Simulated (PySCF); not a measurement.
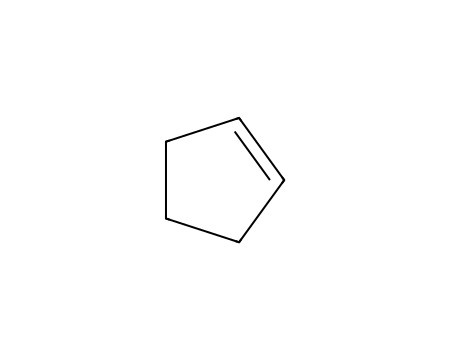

2D structure.

Question: Transcribe the drawing into SMILES.

Answer: C1=CCCC1

Question: What is the molecular formula?

Answer: C5H8.

Question: An optimisation with PBE0-D3(BJ)/def2-SVP gave a structure of which point group?

Answer: Cs.

More results for the same structure follow; atom numbers are the same in all pictures, views and colours differ. Computed geometry: PBE0-D3(BJ)/def2-SVP optimisation. No frequency run is at hand to confirm it as a minimum.

### NMR shielding

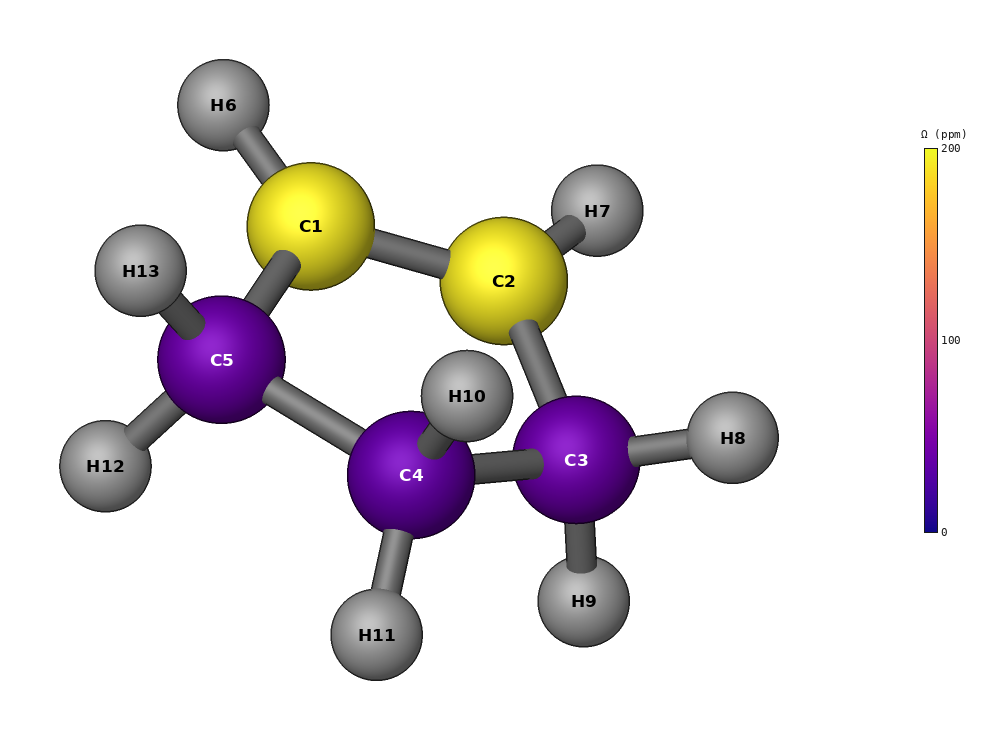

The C atoms are coloured by the span of their shielding tensor. No frequency run is at hand to confirm it as a minimum. Method: GIAO PBE0/aug-cc-pVDZ NMR shielding, non-relativistic, gas phase (PySCF 2.14.0). Principal shieldings σ11 ≤ σ22 ≤ σ33, span Ω = σ33 − σ11, skew κ = 3(σiso − σ22)/Ω.

Question: Which C atom has the most anisotropic shielding?

Answer: C1, C2, with a span of 192 ppm.

Give the shielding tensors of the C atoms.

```csv
atom,σ11,σ22,σ33,σiso,Ω,κ
"C1, C2",−39.5,76.3,152.9,63.2,192.3,−0.20
"C3, C5",139.4,162.5,179.5,160.5,40.1,−0.15
C4,145.9,181.2,183.0,170.0,37.1,−0.90
```

Shieldings and span in ppm.

### Ring current

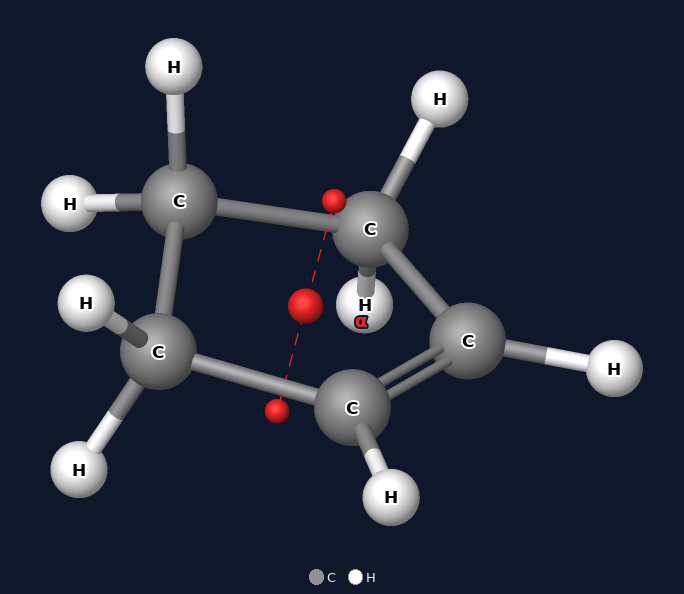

The small points mark where nucleus-independent chemical shifts (NICS) were computed: at the centre of each lettered ring and 1 Å above and below it. No frequency run is at hand to confirm it as a minimum. Level of theory: GIAO PBE0/cc-pVTZ NMR shielding, non-relativistic, gas phase (PySCF 2.14.0).

Give NICS(0), NICS(1) and the out-of-plane component NICS(1)zz for each ring (means of the two sides).

| ring | members | NICS(0) | NICS(1) | NICS(1)zz |
| --- | --- | --- | --- | --- |
| α | C5 | −2.9 | −2.5 | −3.5 |

Values in ppm.

Question: What do the values say about the ring currents?

Answer: Ring α: weak, as in a non-aromatic ring. NICS is one index among several.

### Excitation

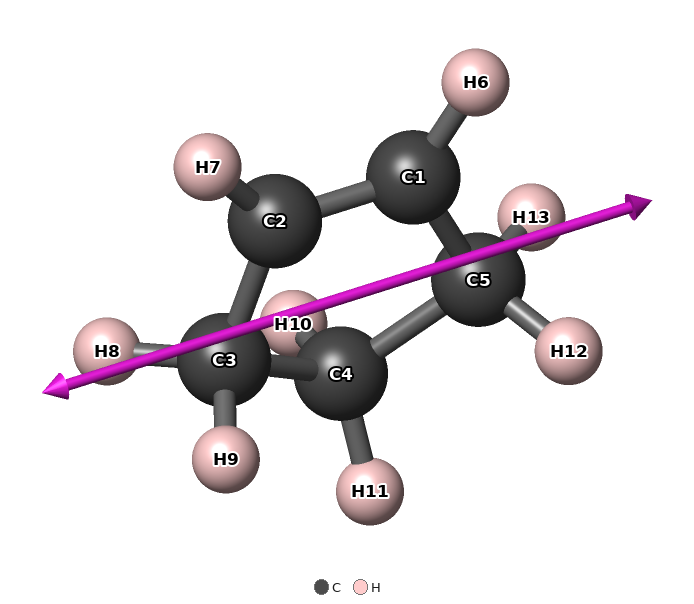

The double arrow shows the direction of the transition dipole to excited singlet state 2 (its length means nothing). No frequency run is at hand to confirm it as a minimum. Level of theory: TDDFT PBE/def2-SVPD, vertical, gas phase, core orbitals frozen in the response (PySCF 2.14.0).

Question: How is the transition polarised?

Answer: Nearly parallel to the C1–C2 bond.

Question: Give its energy, strength and character.

Answer: 6.48 eV (191 nm), oscillator strength 0.17, mainly HOMO → LUMO (weight 0.84); transition dipole 2.61 D.
